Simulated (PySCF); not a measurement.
# CH5AlClN: energy and gradient calculation

The run: energy and gradient calculation of CH5AlClN, SMILES [CH3][Al]([NH2])[Cl]. Method and program: HF/3-21G, RHF (PySCF 2.14.0).

The geometry comes from this level: PBE0-D4/def2-TZVP. Figures and captions count atoms from 1; the log counts them from 0 in places.

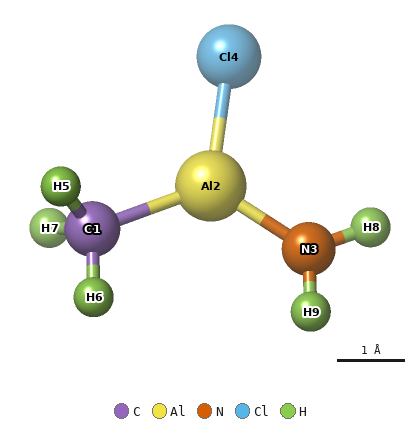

**Figure 1.** The structure as given in the input (ball-and-stick view, seen at a tilt; atoms are numbered from 1 in the order of the input). Sticks mark near contacts.

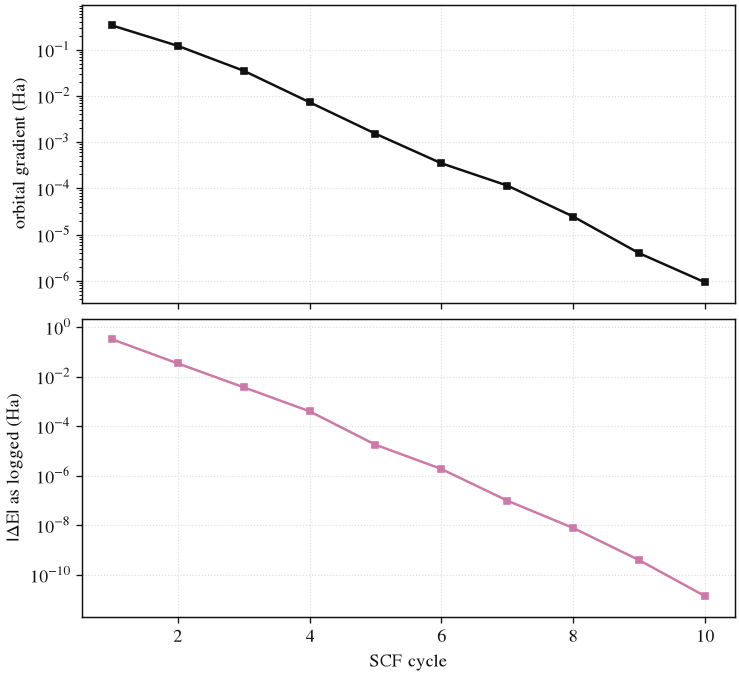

**Figure 2.** Convergence of the self-consistent field: orbital gradient and size of the energy change against the SCF cycle. The residual falls at every step.

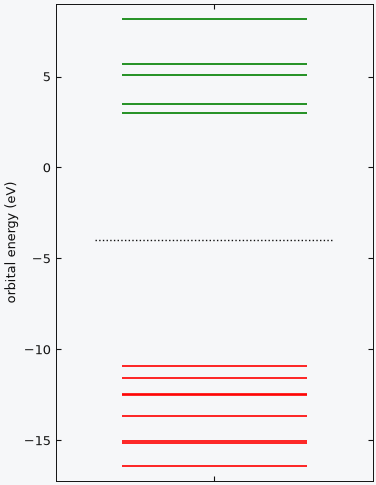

**Figure 3.** Orbital energies near the frontier; the dotted line parts filled from empty levels, and levels within 0.02 eV of each other stand side by side. Highest filled −10.90 eV, lowest empty 2.97 eV, 13.87 eV apart.

The input and output of the run follow.

## Input (run.py)
```python
import pyscf.grad
from pyscf import gto, scf

system = gto.M(
    atom='''
C     -0.205900     1.361200    -0.609600
Al    -0.189100    -0.538400    -0.232700
N      0.585600    -1.249700     1.178300
Cl    -1.131000    -1.896700    -1.539000
H      0.272200     1.571200    -1.570600
H      0.313700     1.937600     0.159600
H     -1.231400     1.735100    -0.678200
H      0.601000    -2.235100     1.384800
H      1.073600    -0.731500     1.890300
''',
    basis='3-21g',
    verbose=4,
    charge=0,
    max_memory=1860,
)

calc0 = scf.RHF(system)
calc0.conv_tol = 1e-10
calc0.kernel()
if not calc0.converged:
    calc0 = calc0.newton().run(calc0.mo_coeff, calc0.mo_occ)

e_final = calc0.e_tot
print('E = %.10f Eh' % e_final)
grad = calc0.Gradients().kernel()
calc0.analyze()
```

Run as:
```bash
OMP_NUM_THREADS=1 python run.py
```

## The program's output
```
PySCF version 2.14.0

[INPUT] num. atoms = 9
[INPUT] num. electrons = 48
[INPUT] charge = 0
[INPUT] spin (= nelec alpha-beta = 2S) = 0
[INPUT] symmetry False subgroup None
[INPUT] Mole.unit = angstrom
[INPUT] Symbol           X                Y                Z      unit          X                Y                Z       unit  Magmom
[INPUT]  1 C     -0.205900000000   1.361200000000  -0.609600000000 AA   -0.389094609048   2.572295200758  -1.151977045535 Bohr   0.0
[INPUT]  2 Al    -0.189100000000  -0.538400000000  -0.232700000000 AA   -0.357347210155  -1.017428545466  -0.439739269186 Bohr   0.0
[INPUT]  3 N      0.585600000000  -1.249700000000   1.178300000000 AA    1.106623618545  -2.361590737869   2.226664292575 Bohr   0.0
[INPUT]  4 Cl    -1.131000000000  -1.896700000000  -1.539000000000 AA   -2.137280246883  -3.584243540463  -2.908288505706 Bohr   0.0
[INPUT]  5 H      0.272200000000   1.571200000000  -1.570600000000 AA    0.514383451107   2.969137686917  -2.968003851242 Bohr   0.0
[INPUT]  6 H      0.313700000000   1.937600000000   0.159600000000 AA    0.592807085276   3.661533338957   0.301600289481 Bohr   0.0
[INPUT]  7 H     -1.231400000000   1.735100000000  -0.678200000000 AA   -2.327008749789   3.278863798733  -1.281612257680 Bohr   0.0
[INPUT]  8 H      0.601000000000  -2.235100000000   1.384800000000 AA    1.135725400864  -4.223726861015   2.616892737298 Bohr   0.0
[INPUT]  9 H      1.073600000000  -0.731500000000   1.890300000000 AA    2.028809967333  -1.382334660119   3.572149293265 Bohr   0.0

nuclear repulsion = 193.520630778798
number of shells = 34
number of NR pGTOs = 99
number of NR cGTOs = 54
basis = 3-21g
ecp = {}

******** <class 'pyscf.scf.hf.RHF'> ********
method = RHF
initial guess = minao
damping factor = 0
level_shift factor = 0
DIIS = <class 'pyscf.scf.diis.CDIIS'>
diis_start_cycle = 1
diis_space = 8
diis_damp = 0
SCF conv_tol = 1e-10
SCF conv_tol_grad = None
SCF max_cycles = 50
direct_scf = True
direct_scf_tol = 1e-13
Set gradient conv threshold to 1e-05
Initial guess from minao.
init E= -792.368672120804
  HOMO = -0.309806715983908  LUMO = 0.0307886462607359  gap/eV = 9.26807
cycle= 1 E= -792.691651901102  delta_E= -0.323  |g|= 0.335  |ddm|= 2.41
  HOMO = -0.376194218903571  LUMO = 0.107248536157305  gap/eV = 13.15515
cycle= 2 E= -792.725695130605  delta_E= -0.034  |g|= 0.121  |ddm|= 0.513
  HOMO = -0.410784276026448  LUMO = 0.107388354305803  gap/eV = 14.10020
cycle= 3 E= -792.729399495732  delta_E= -0.0037  |g|= 0.035  |ddm|= 0.133
  HOMO = -0.39897962204382  LUMO = 0.109710847520092  gap/eV = 13.84217
cycle= 4 E= -792.729797579826  delta_E= -0.000398  |g|= 0.0073  |ddm|= 0.0519
  HOMO = -0.400695707097289  LUMO = 0.109328196412567  gap/eV = 13.87846
cycle= 5 E= -792.729815410928  delta_E= -1.78e-05  |g|= 0.00152  |ddm|= 0.0107
  HOMO = -0.400687321145873  LUMO = 0.109275090168132  gap/eV = 13.87678
cycle= 6 E= -792.72981727913  delta_E= -1.87e-06  |g|= 0.000349  |ddm|= 0.00478
  HOMO = -0.400725290353359  LUMO = 0.109271541484446  gap/eV = 13.87772
cycle= 7 E= -792.729817377878  delta_E= -9.87e-08  |g|= 0.000115  |ddm|= 0.000961
  HOMO = -0.400716093431383  LUMO = 0.109276719579113  gap/eV = 13.87761
cycle= 8 E= -792.729817385691  delta_E= -7.81e-09  |g|= 2.46e-05  |ddm|= 0.000249
  HOMO = -0.400715205466557  LUMO = 0.109275620704781  gap/eV = 13.87756
cycle= 9 E= -792.729817386085  delta_E= -3.94e-10  |g|= 3.97e-06  |ddm|= 6.19e-05
  HOMO = -0.400715014191522  LUMO = 0.109275966865323  gap/eV = 13.87756
cycle= 10 E= -792.729817386099  delta_E= -1.39e-11  |g|= 9.3e-07  |ddm|= 1.03e-05
  HOMO = -0.400714988286513  LUMO = 0.109275983336806  gap/eV = 13.87756
Extra cycle  E= -792.729817386101  delta_E= -1.82e-12  |g|= 4.12e-07  |ddm|= 1.66e-06
converged SCF energy = -792.729817386101
E = -792.7298173861 Eh

******** <class 'pyscf.grad.rhf.Gradients'> for <class 'pyscf.scf.hf.RHF'> ********
unit = Eh/Bohr
--------------- RHF gradients ---------------
         x                y                z
0 C     0.0015337340    -0.0134447724     0.0050273238
1 Al    -0.0153826230    -0.0134944903    -0.0229770712
2 N    -0.0024619130     0.0047222187    -0.0049606854
3 Cl     0.0151704108     0.0218636088     0.0210589615
4 H     0.0016479534    -0.0004346030    -0.0037348341
5 H     0.0020575173     0.0023916386     0.0030193063
6 H    -0.0041084239     0.0001869321    -0.0003406640
7 H    -0.0001625649    -0.0029589285     0.0002886917
8 H     0.0017059093     0.0011683960     0.0026189714
----------------------------------------------
**** SCF Summaries ****
Total Energy =                        -792.729817386100649
Nuclear Repulsion Energy =             193.520630778797852
One-electron Energy =                -1482.039293379039918
Two-electron Energy =                  495.788845214141531
Two-electron Coulomb Energy =          555.132669045740954
DFT Exchange-Correlation Energy =      -59.343823831599423
HOMO-LUMO gap [eV] =                    13.877561195556995
**** MO energy ****
MO #1   energy= -104.071839227652  occ= 2
MO #2   energy= -58.0947351655961  occ= 2
MO #3   energy= -15.4514855816068  occ= 2
MO #4   energy= -11.1496870243655  occ= 2
MO #5   energy= -10.4661947211811  occ= 2
MO #6   energy= -7.92927267899665  occ= 2
MO #7   energy= -7.9261332470162   occ= 2
MO #8   energy= -7.92598563109466  occ= 2
MO #9   energy= -4.89772215335075  occ= 2
MO #10  energy= -3.20264239170449  occ= 2
MO #11  energy= -3.20203109106717  occ= 2
MO #12  energy= -3.19987646951872  occ= 2
MO #13  energy= -1.1100936887332   occ= 2
MO #14  energy= -1.06689874576691  occ= 2
MO #15  energy= -0.935176217881153 occ= 2
MO #16  energy= -0.641906971418328 occ= 2
MO #17  energy= -0.603446506656294 occ= 2
MO #18  energy= -0.556624002563029 occ= 2
MO #19  energy= -0.55285792917072  occ= 2
MO #20  energy= -0.502747475840024 occ= 2
MO #21  energy= -0.460311589319481 occ= 2
MO #22  energy= -0.456529148594902 occ= 2
MO #23  energy= -0.425889569284753 occ= 2
MO #24  energy= -0.400714988286513 occ= 2
MO #25  energy= 0.109275983336806  occ= 0
MO #26  energy= 0.129134004736604  occ= 0
MO #27  energy= 0.187107422068969  occ= 0
MO #28  energy= 0.208746556278603  occ= 0
MO #29  energy= 0.300523111112825  occ= 0
MO #30  energy= 0.300861604698993  occ= 0
MO #31  energy= 0.336031796885687  occ= 0
MO #32  energy= 0.347141967586297  occ= 0
MO #33  energy= 0.365406805607843  occ= 0
MO #34  energy= 0.394359953804912  occ= 0
MO #35  energy= 0.413571375538743  occ= 0
MO #36  energy= 0.533271188283102  occ= 0
MO #37  energy= 0.550632407835344  occ= 0
MO #38  energy= 0.79881178751029   occ= 0
MO #39  energy= 0.842669818656628  occ= 0
MO #40  energy= 0.912048944796108  occ= 0
MO #41  energy= 0.967370398067477  occ= 0
MO #42  energy= 0.988762172342713  occ= 0
MO #43  energy= 1.07459373468019   occ= 0
MO #44  energy= 1.0917807940207    occ= 0
MO #45  energy= 1.29169265779381   occ= 0
MO #46  energy= 1.3098681199386    occ= 0
MO #47  energy= 1.33602321106921   occ= 0
MO #48  energy= 1.36313195502141   occ= 0
MO #49  energy= 1.44478570266226   occ= 0
MO #50  energy= 1.44510023918826   occ= 0
MO #51  energy= 1.6371306014434    occ= 0
MO #52  energy= 1.6490429540295    occ= 0
MO #53  energy= 2.00950453845397   occ= 0
MO #54  energy= 2.55761321309711   occ= 0
 ** Mulliken pop on meta-lowdin orthogonal AOs  **
 ** Mulliken pop  **
pop of  0 C 1s            1.99970
pop of  0 C 2s            1.06033
pop of  0 C 3s            0.00240
pop of  0 C 2px           1.11377
pop of  0 C 2py           1.29853
pop of  0 C 2pz           1.12205
pop of  0 C 3px           0.00067
pop of  0 C 3py           0.00472
pop of  0 C 3pz           0.00091
pop of  1 Al 1s           1.99999
pop of  1 Al 2s           1.99966
pop of  1 Al 3s           0.73367
pop of  1 Al 4s           0.00780
pop of  1 Al 2px          1.99977
pop of  1 Al 2py          1.99939
pop of  1 Al 2pz          1.99961
pop of  1 Al 3px          0.35719
pop of  1 Al 3py          0.52330
pop of  1 Al 3pz          0.41417
pop of  1 Al 4px          0.00449
pop of  1 Al 4py          0.01540
pop of  1 Al 4pz          0.00942
pop of  2 N 1s            1.99977
pop of  2 N 2s            1.31637
pop of  2 N 3s            0.00221
pop of  2 N 2px           1.64756
pop of  2 N 2py           1.24176
pop of  2 N 2pz           1.47300
pop of  2 N 3px           0.01345
pop of  2 N 3py           0.00103
pop of  2 N 3pz           0.00699
pop of  3 Cl 1s           1.99999
pop of  3 Cl 2s           1.99966
pop of  3 Cl 3s           1.82761
pop of  3 Cl 4s           0.00196
pop of  3 Cl 2px          1.99993
pop of  3 Cl 2py          1.99991
pop of  3 Cl 2pz          1.99992
pop of  3 Cl 3px          1.87566
pop of  3 Cl 3py          1.83748
pop of  3 Cl 3pz          1.84036
pop of  3 Cl 4px          0.00163
pop of  3 Cl 4py          0.00141
pop of  3 Cl 4pz          0.00120
pop of  4 H 1s            0.88018
pop of  4 H 2s            0.00761
pop of  5 H 1s            0.88466
pop of  5 H 2s            0.00739
pop of  6 H 1s            0.88012
pop of  6 H 2s            0.00761
pop of  7 H 1s            0.77734
pop of  7 H 2s            0.00983
pop of  8 H 1s            0.77989
pop of  8 H 2s            0.00958
 ** Mulliken atomic charges  **
charge of    0C =     -0.60307
charge of    1Al =      0.93613
charge of    2N =     -0.70214
charge of    3Cl =     -0.38671
charge of    4H =      0.11221
charge of    5H =      0.10795
charge of    6H =      0.11226
charge of    7H =      0.21284
charge of    8H =      0.21053
Dipole moment(X, Y, Z, Debye):  1.78798,  1.85368,  2.61240
```

## Results in brief

| quantity | value |
| --- | --- |
| outcome | converged |
| total energy | −792.729817 hartree |
| basis functions | 54 |
| largest force | 1.745 eV/Å |
| HOMO | −10.90 eV |
| LUMO | 2.97 eV |
| dipole moment | 3.67 D |
| hardware | 1 thread of Intel Xeon @ 2.50GHz (Skylake/Cascade Lake), 189 GiB of memory available, shared host |
| wall time | 4.5 s |
| peak memory | 0.13 GiB |
